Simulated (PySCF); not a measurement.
## CF$_{3}$S: property calculation (part 1 of 2)

- system: CF$_{3}$S, multiplicity 2
- method: TPSS/pc-2, UKS, COSMO solvent aniline (PySCF 2.14.0)

The geometry was optimised with HCTH147/ANO-RCC-VDZ.

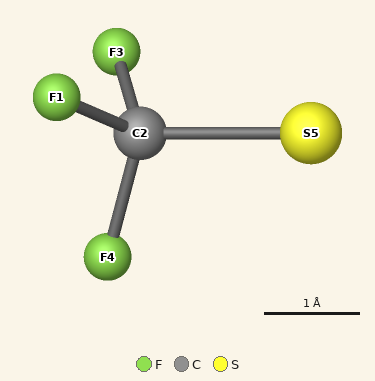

Figure 1. The structure as given in the input (ball-and-stick view, seen at a tilt; atoms are numbered from 1 in the order of the input).

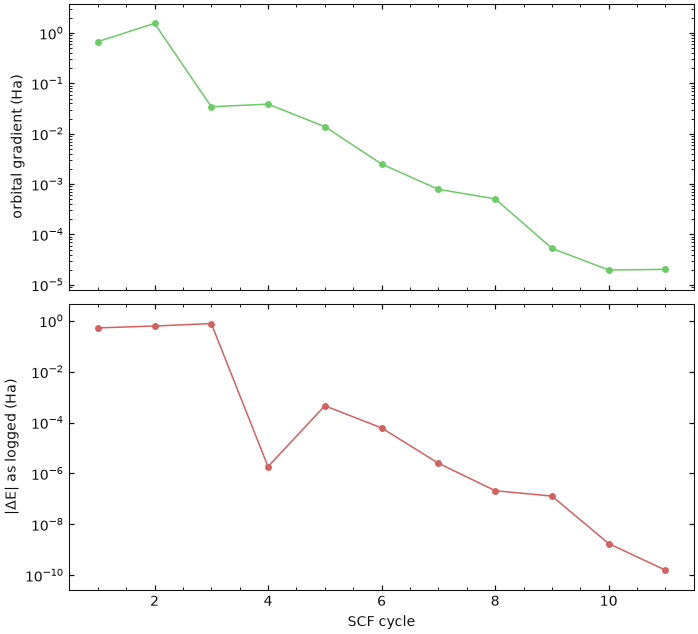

Figure 2. Convergence of the self-consistent field: orbital gradient and size of the energy change against the SCF cycle. The residual comes down, with one marked jump up, by a factor of about 2.5, at step 2.

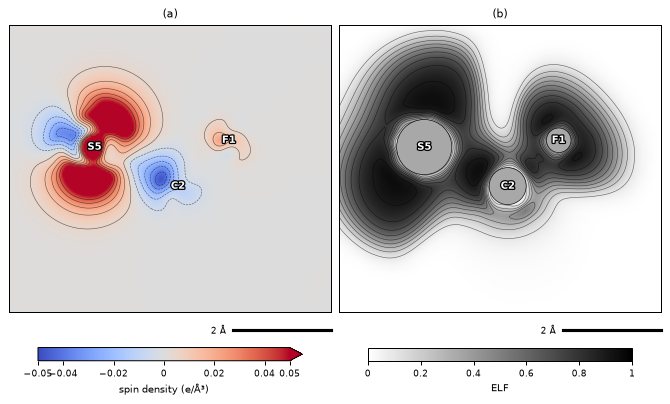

Figure 3. (a) spin density; (b) ELF on the plane of atoms F1, C2 and S5. Grey discs, where drawn, cover atomic cores. The section cuts through F, C and S sites. C–S (1.88 Å): the ELF peaks at about 0.95 between the atoms, which marks a shared electron pair. The unpaired spin (1 electron) lies mostly on S5 (about 0.9), in electrons by Hirshfeld's partition.

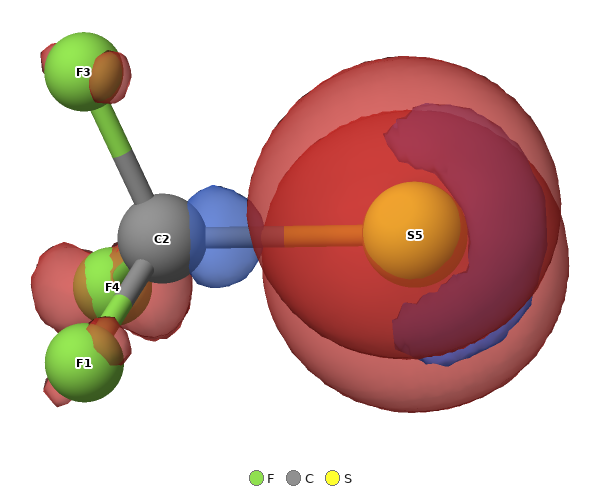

Figure 4. Isosurfaces of the spin density (α minus β) at +0.02 (red) and −0.02 e/Å³ (blue), seen from the side. The unpaired spin (1 electron) lies mostly on S5 (about 0.9), in electrons by Hirshfeld's partition.

The input and output of the run follow.

Input file (input.py)
```python
# FC(F)(F)[S]
from pyscf import gto, dft, solvent

mol = gto.M(
    atom='input.xyz',
    verbose=4,
    max_memory=1860,
    basis='pc-2',
    charge=0,
    spin=1,
)

mf = dft.UKS(mol)
mf.xc = 'tpss'
mf = mf.density_fit(auxbasis='def2-universal-jfit')
mf = mf.PCM()
mf.with_solvent.method = 'COSMO'
mf.with_solvent.eps = 6.8882
mf.max_cycle = 100
mf.kernel()
if not mf.converged:
    mf = mf.newton().run(mf.mo_coeff, mf.mo_occ)

energy = mf.e_tot
print('Final energy', energy)
mf.analyze()
quad = mf.quad_moment()
```

File input.xyz
```
5

F      0.183756     0.058877     1.449086
C     -0.001647    -0.050571     0.065999
F     -1.284432    -0.578197    -0.121303
F      0.922961    -0.989582    -0.419216
S      0.265821     1.572593    -0.840478
```

Command:
```bash
OMP_NUM_THREADS=1 python input.py
```

Log
```
PySCF version 2.14.0

[INPUT] num. atoms = 5
[INPUT] num. electrons = 49
[INPUT] charge = 0
[INPUT] spin (= nelec alpha-beta = 2S) = 1
[INPUT] symmetry False subgroup None
[INPUT] Mole.unit = angstrom
[INPUT] Symbol           X                Y                Z      unit          X                Y                Z       unit  Magmom
[INPUT]  1 F      0.183756000000   0.058877000000   1.449086000000 AA    0.347248513746   0.111261405036   2.738375670941 Bohr   0.0
[INPUT]  2 C     -0.001647000000  -0.050571000000   0.065999000000 AA   -0.003112378927  -0.095565339845   0.124720034495 Bohr   0.0
[INPUT]  3 F     -1.284432000000  -0.578197000000  -0.121303000000 AA   -2.427224705627  -1.092633976045  -0.229229448088 Bohr   0.0
[INPUT]  4 F      0.922961000000  -0.989582000000  -0.419216000000 AA    1.744143513655  -1.870038957799  -0.792203427036 Bohr   0.0
[INPUT]  5 S      0.265821000000   1.572593000000  -0.840478000000 AA    0.502328888158   2.971770075408  -1.588273233722 Bohr   0.0

nuclear repulsion = 229.119339733349
number of shells = 20
number of NR pGTOs = 240
number of NR cGTOs = 154
basis = pc-2
ecp = {}

******** <class 'pyscf.solvent._attach_solvent.PCMDFUKS'> ********
method = PCMDFUKS
initial guess = minao
damping factor = 0
level_shift factor = 0
DIIS = <class 'pyscf.scf.diis.CDIIS'>
diis_start_cycle = 1
diis_space = 8
diis_damp = 0
SCF conv_tol = 1e-09
SCF conv_tol_grad = None
SCF max_cycles = 100
direct_scf = False
number electrons alpha = 25  beta = 24
XC library pyscf.dft.libxc version 7.0.0
    S. Lehtola, C. Steigemann, M. J.T. Oliveira, and M. A.L. Marques.,  SoftwareX 7, 1–5 (2018)
XC functionals = tpss
    J. Tao, J. P. Perdew, V. N. Staroverov, and G. E. Scuseria.,  Phys. Rev. Lett. 91, 146401 (2003)
    J. Tao, J. P. Perdew, V. N. Staroverov, and G. E. Scuseria.,  Phys. Rev. Lett. 91, 146401 (2003)
radial grids:
    Treutler-Ahlrichs [JCP 102, 346 (1995); DOI:10.1063/1.469408] (M4) radial grids

becke partition: Becke, JCP 88, 2547 (1988); DOI:10.1063/1.454033
pruning grids: <function nwchem_prune>
grids dens level: 3
symmetrized grids: False
atomic radii adjust function: <function treutler_atomic_radii_adjust>
small_rho_cutoff = 0
******** <class 'pyscf.solvent.pcm.PCM'> (In testing) ********

WARN: PCM is an experimental feature. It is still in testing.
Features and APIs may be changed in the future.

lebedev_order = 29 (302 grids per sphere)
eps = 6.8882
frozen = False
Set gradient conv threshold to 3.16228e-05
tot grids = 75784
PCM E_diel = -6.07545990642321e-05
Solvent Energy = -6.07545990642321e-05
init E= -736.360764970418
  alpha nocc = 25  HOMO = -0.264666392574781  LUMO = -0.0247031794945833

WARN: beta  nocc = 24  HOMO -0.265636310139721 >= LUMO -0.26466639257478

WARN: HOMO -0.264666392574781 >= LUMO -0.26466639257478

PCM E_diel = -0.00496239286328301
Solvent Energy = -0.00496239286328301
cycle= 1 E= -735.838400009436  delta_E= 0.522  |g|= 0.673  |ddm|= 1.36
  alpha nocc = 25  HOMO = -0.27515865589983  LUMO = -0.103850292328858
  beta  nocc = 24  HOMO = -0.263638474513003  LUMO = -0.245923702694135
  HOMO = -0.263638474513  LUMO = -0.245923702694  gap/eV = 0.48204
PCM E_diel = -0.00552004430144951
Solvent Energy = -0.00552004430144951
cycle= 2 E= -735.21795743672  delta_E= 0.62  |g|= 1.55  |ddm|= 0.99
  alpha nocc = 25  HOMO = -0.262785038210762  LUMO = -0.03823914935505
  beta  nocc = 24  HOMO = -0.250251463047558  LUMO = -0.229066974994289
  HOMO = -0.250251463048  LUMO = -0.229066974994  gap/eV = 0.57646
PCM E_diel = -0.00228626791496862
Solvent Energy = -0.00228626791496862
cycle= 3 E= -735.99267483632  delta_E= -0.775  |g|= 0.0343  |ddm|= 0.707
  alpha nocc = 25  HOMO = -0.272132714732813  LUMO = -0.0450781623012944
  beta  nocc = 24  HOMO = -0.260194509089967  LUMO = -0.231965204712335
  HOMO = -0.26019450909  LUMO = -0.231965204712  gap/eV = 0.76816
PCM E_diel = -0.00217069506767822
Solvent Energy = -0.00217069506767822
cycle= 4 E= -735.992676672245  delta_E= -1.84e-06  |g|= 0.0387  |ddm|= 0.048
  alpha nocc = 25  HOMO = -0.269069294997223  LUMO = -0.0430076975252938
  beta  nocc = 24  HOMO = -0.257321347227982  LUMO = -0.228741396041123
  HOMO = -0.257321347228  LUMO = -0.228741396041  gap/eV = 0.77770
PCM E_diel = -0.00221933511350531
Solvent Energy = -0.00221933511350531
cycle= 5 E= -735.993131384616  delta_E= -0.000455  |g|= 0.0138  |ddm|= 0.0244
  alpha nocc = 25  HOMO = -0.267719189702895  LUMO = -0.0418005557112267
  beta  nocc = 24  HOMO = -0.256101931721886  LUMO = -0.226886487418898
  HOMO = -0.256101931722  LUMO = -0.226886487419  gap/eV = 0.79499
PCM E_diel = -0.00223898899743827
Solvent Energy = -0.00223898899743827
cycle= 6 E= -735.99319252595  delta_E= -6.11e-05  |g|= 0.0025  |ddm|= 0.00862
  alpha nocc = 25  HOMO = -0.268085129870492  LUMO = -0.0420072499704744
  beta  nocc = 24  HOMO = -0.256539354822564  LUMO = -0.226972590918876
  HOMO = -0.256539354823  LUMO = -0.226972590919  gap/eV = 0.80455
PCM E_diel = -0.00223295396080208
Solvent Energy = -0.00223295396080208
cycle= 7 E= -735.993195034468  delta_E= -2.51e-06  |g|= 0.000787  |ddm|= 0.00248
  alpha nocc = 25  HOMO = -0.267978197596847  LUMO = -0.0420488840059257
  beta  nocc = 24  HOMO = -0.256452420823084  LUMO = -0.226805042479977
  HOMO = -0.256452420823  LUMO = -0.22680504248  gap/eV = 0.80675
PCM E_diel = -0.00223974612888206
Solvent Energy = -0.00223974612888206
cycle= 8 E= -735.993195243949  delta_E= -2.09e-07  |g|= 0.00051  |ddm|= 0.00105
  alpha nocc = 25  HOMO = -0.268006472790937  LUMO = -0.0420394577382588
  beta  nocc = 24  HOMO = -0.256483653657369  LUMO = -0.226820716193128
  HOMO = -0.256483653657  LUMO = -0.226820716193  gap/eV = 0.80717
PCM E_diel = -0.00223663957850521
Solvent Energy = -0.00223663957850521
cycle= 9 E= -735.993195371836  delta_E= -1.28e-07  |g|= 5.31e-05  |ddm|= 0.000426
  alpha nocc = 25  HOMO = -0.26801629256525  LUMO = -0.0420449283008324
  beta  nocc = 24  HOMO = -0.256493648597402  LUMO = -0.22682383271658
  HOMO = -0.256493648597  LUMO = -0.226823832717  gap/eV = 0.80736
PCM E_diel = -0.00223636203617298
Solvent Energy = -0.00223636203617298
cycle= 10 E= -735.993195373579  delta_E= -1.74e-09  |g|= 1.97e-05  |ddm|= 7.23e-05
  alpha nocc = 25  HOMO = -0.268012478671025  LUMO = -0.0420421023204511
  beta  nocc = 24  HOMO = -0.256489274135767  LUMO = -0.226820117402116
  HOMO = -0.256489274136  LUMO = -0.226820117402  gap/eV = 0.80734
PCM E_diel = -0.00223649285802489
Solvent Energy = -0.00223649285802489
cycle= 11 E= -735.993195373735  delta_E= -1.57e-10  |g|= 2.03e-05  |ddm|= 3.18e-05
  alpha nocc = 25  HOMO = -0.268013578352196  LUMO = -0.0420432537481936
  beta  nocc = 24  HOMO = -0.256490104815249  LUMO = -0.226821409641378
  HOMO = -0.256490104815  LUMO = -0.226821409641  gap/eV = 0.80733
PCM E_diel = -0.00223647493021513
Solvent Energy = -0.00223647493021513
Extra cycle  E= -735.993195373377  delta_E= 3.58e-10  |g|= 4.19e-05  |ddm|= 3.21e-05
converged SCF energy = -735.993195373377  <S^2> = 0.75461587  2S+1 = 2.0046106
Final energy -735.9931953733773
**** SCF Summaries ****
Total Energy =                        -735.993195373377262
Nuclear Repulsion Energy =             229.119339733349108
One-electron Energy =                -1474.581673919180957
Two-electron Energy =                  509.471375287384831
Two-electron Coulomb Energy =          571.880784123224998
DFT Exchange-Correlation Energy =      -62.409408835840175
HOMO-LUMO gap [eV] =                     0.807326317085925
**** MO energy ****
                             alpha | beta                alpha | beta
MO #1   energy= -88.4078414902904  | -88.4026965142     occ= 1 | 1
MO #2   energy= -24.4628288972203  | -24.4617983745719  occ= 1 | 1
MO #3   energy= -24.4579397021592  | -24.4577528327896  occ= 1 | 1
MO #4   energy= -24.4577736550825  | -24.457599061626   occ= 1 | 1
MO #5   energy= -10.2837557797443  | -10.2842929968733  occ= 1 | 1
MO #6   energy= -7.8011524461386   | -7.79638283917113  occ= 1 | 1
MO #7   energy= -5.7862141221477   | -5.77622224254678  occ= 1 | 1
MO #8   energy= -5.77916249739156  | -5.77129917722044  occ= 1 | 1
MO #9   energy= -5.7676355611369   | -5.76480265368638  occ= 1 | 1
MO #10  energy= -1.22492885576511  | -1.2242364036597   occ= 1 | 1
MO #11  energy= -1.15764836937401  | -1.15626150092679  occ= 1 | 1
MO #12  energy= -1.15363698672381  | -1.15330675871711  occ= 1 | 1
MO #13  energy= -0.741685847435857 | -0.720734908123298 occ= 1 | 1
MO #14  energy= -0.633179155713194 | -0.621019161838294 occ= 1 | 1
MO #15  energy= -0.545808359421468 | -0.544201736110379 occ= 1 | 1
MO #16  energy= -0.542359671666039 | -0.542239712897577 occ= 1 | 1
MO #17  energy= -0.494711293029109 | -0.484908259736933 occ= 1 | 1
MO #18  energy= -0.424605821580716 | -0.42313675215355  occ= 1 | 1
MO #19  energy= -0.423266823750081 | -0.422460005724751 occ= 1 | 1
MO #20  energy= -0.398119869606158 | -0.394965647920491 occ= 1 | 1
MO #21  energy= -0.393028054531235 | -0.392550189316831 occ= 1 | 1
MO #22  energy= -0.374567647762381 | -0.374069717202214 occ= 1 | 1
MO #23  energy= -0.35542247689731  | -0.349010007095099 occ= 1 | 1
MO #24  energy= -0.310554751548878 | -0.256490104815249 occ= 1 | 1
MO #25  energy= -0.268013578352196 | -0.226821409641378 occ= 1 | 0
MO #26  energy= -0.0576813438468236 | -0.0420432537481936 occ= 0 | 0
MO #27  energy= 0.036446709447071  | 0.0415966585120405 occ= 0 | 0
MO #28  energy= 0.0408555724084921 | 0.0448561440757149 occ= 0 | 0
MO #29  energy= 0.0604657913055462 | 0.0609281323787412 occ= 0 | 0
MO #30  energy= 0.131652159943826  | 0.137494382498812  occ= 0 | 0
MO #31  energy= 0.168553992890143  | 0.178756897918069  occ= 0 | 0
MO #32  energy= 0.176342640599614  | 0.182458305974365  occ= 0 | 0
MO #33  energy= 0.183958573716117  | 0.185605462434288  occ= 0 | 0
MO #34  energy= 0.205326893605066  | 0.216022597070622  occ= 0 | 0
MO #35  energy= 0.212935598886158  | 0.22321409977856   occ= 0 | 0
MO #36  energy= 0.224573240953646  | 0.231359522124425  occ= 0 | 0
MO #37  energy= 0.348604328165968  | 0.365289489085325  occ= 0 | 0
MO #38  energy= 0.361959658669762  | 0.368594742576285  occ= 0 | 0
MO #39  energy= 0.38627516170101   | 0.398037502098001  occ= 0 | 0
MO #40  energy= 0.387446867223979  | 0.400265127251768  occ= 0 | 0
MO #41  energy= 0.441688608523898  | 0.459601824127027  occ= 0 | 0
MO #42  energy= 0.449850887548512  | 0.490230755369323  occ= 0 | 0
MO #43  energy= 0.457263492847104  | 0.492877895562328  occ= 0 | 0
MO #44  energy= 0.511466868388123  | 0.523476070930368  occ= 0 | 0
MO #45  energy= 0.550412010751421  | 0.550405341411585  occ= 0 | 0
MO #46  energy= 0.555663632450301  | 0.565153347937281  occ= 0 | 0
MO #47  energy= 0.560357397642624  | 0.573496662105748  occ= 0 | 0
MO #48  energy= 0.662700020300817  | 0.667452478875793  occ= 0 | 0
MO #49  energy= 0.665587077983821  | 0.672818135392711  occ= 0 | 0
MO #50  energy= 0.687211942700419  | 0.692483692081527  occ= 0 | 0
MO #51  energy= 0.792215970607362  | 0.814368516801736  occ= 0 | 0
MO #52  energy= 0.939099946211316  | 0.941009699093243  occ= 0 | 0
MO #53  energy= 0.940701778422099  | 0.947940176528008  occ= 0 | 0
MO #54  energy= 1.00131505057347   | 1.00377131334317   occ= 0 | 0
MO #55  energy= 1.03972662602011   | 1.04905764330916   occ= 0 | 0
MO #56  energy= 1.05065987343561   | 1.05355909916896   occ= 0 | 0
MO #57  energy= 1.13670974437537   | 1.13877723334971   occ= 0 | 0
MO #58  energy= 1.15734677355755   | 1.15830880716721   occ= 0 | 0
MO #59  energy= 1.3044708489886    | 1.30906454139243   occ= 0 | 0
MO #60  energy= 1.36829207967879   | 1.40867740363083   occ= 0 | 0
MO #61  energy= 1.39417077711192   | 1.41008420113433   occ= 0 | 0
MO #62  energy= 1.45503003227293   | 1.46390612357271   occ= 0 | 0
MO #63  energy= 1.53356193356499   | 1.539104745724     occ= 0 | 0
MO #64  energy= 1.53531995058983   | 1.54554903631177   occ= 0 | 0
MO #65  energy= 1.63231951969384   | 1.64173493367599   occ= 0 | 0
MO #66  energy= 1.72524599533853   | 1.72605625974781   occ= 0 | 0
MO #67  energy= 1.74104270317219   | 1.75018497086707   occ= 0 | 0
MO #68  energy= 1.75107249883146   | 1.75496353028336   occ= 0 | 0
MO #69  energy= 1.78444708800703   | 1.8018374290559    occ= 0 | 0
MO #70  energy= 1.79239882844018   | 1.80286581071989   occ= 0 | 0
MO #71  energy= 1.83274882649217   | 1.85731334719113   occ= 0 | 0
MO #72  energy= 1.84324541008222   | 1.88497442131989   occ= 0 | 0
MO #73  energy= 1.8465134520733    | 1.89775662039252   occ= 0 | 0
MO #74  energy= 1.86241751329815   | 1.89916324375097   occ= 0 | 0
MO #75  energy= 1.88121701613172   | 1.90903715889254   occ= 0 | 0
MO #76  energy= 1.91452383316774   | 1.91974956675443   occ= 0 | 0
MO #77  energy= 1.97136985244878   | 1.98348726641509   occ= 0 | 0
MO #78  energy= 1.98311466938901   | 1.99183409494808   occ= 0 | 0
MO #79  energy= 2.12353206134289   | 2.14283674465364   occ= 0 | 0
MO #80  energy= 2.15047772561457   | 2.15892882986607   occ= 0 | 0
MO #81  energy= 2.15792611094995   | 2.16019990350231   occ= 0 | 0
MO #82  energy= 2.24478068889382   | 2.2483360776231    occ= 0 | 0
MO #83  energy= 2.2480694049019    | 2.2565717924267    occ= 0 | 0
MO #84  energy= 2.27118352369881   | 2.27722967816507   occ= 0 | 0
MO #85  energy= 2.36700204311845   | 2.36957727634981   occ= 0 | 0
MO #86  energy= 2.37559289002244   | 2.38129125327542   occ= 0 | 0
MO #87  energy= 2.39926508688989   | 2.40051079323551   occ= 0 | 0
MO #88  energy= 2.74506435358755   | 2.74558151743625   occ= 0 | 0
MO #89  energy= 2.79983689326548   | 2.80363167424437   occ= 0 | 0
MO #90  energy= 2.80792730129885   | 2.80946546141687   occ= 0 | 0
MO #91  energy= 2.9192013560248    | 2.9208592347199    occ= 0 | 0
MO #92  energy= 2.93553541011662   | 2.93882720895232   occ= 0 | 0
MO #93  energy= 2.93949118255139   | 2.94473624909493   occ= 0 | 0
MO #94  energy= 3.22663625158453   | 3.22889531072795   occ= 0 | 0
MO #95  energy= 3.2301703317555    | 3.23303520543317   occ= 0 | 0
MO #96  energy= 3.23642575920635   | 3.24096274793308   occ= 0 | 0
MO #97  energy= 3.27341739266887   | 3.29822159074476   occ= 0 | 0
MO #98  energy= 3.2771382764307    | 3.29838765705805   occ= 0 | 0
MO #99  energy= 3.35820961154711   | 3.36165853520455   occ= 0 | 0
MO #100 energy= 3.44115970600709   | 3.44796651354338   occ= 0 | 0
MO #101 energy= 3.45443313073721   | 3.46395231764536   occ= 0 | 0
MO #102 energy= 3.50753515271005   | 3.50966519378668   occ= 0 | 0
MO #103 energy= 3.58250111528165   | 3.5829987533941    occ= 0 | 0
MO #104 energy= 3.66187593644266   | 3.67450869621645   occ= 0 | 0
```
